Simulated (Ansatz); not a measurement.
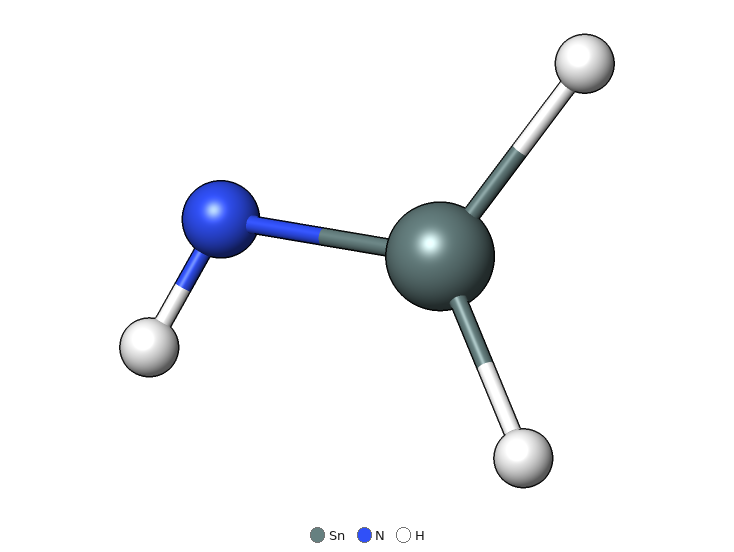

Computed geometry: PBE0-D4/def2-TZVP optimisation. Method: RKS PBE0-D4/def2-TZVPP, core potentials on Sn (Ansatz 0.2.0).

Q: Estimate the LUMO energy (Kohn–Sham orbital).

A: −2.13 eV.

Q: Give the HOMO energy (Kohn–Sham orbital) at this level.

A: −6.99 eV.
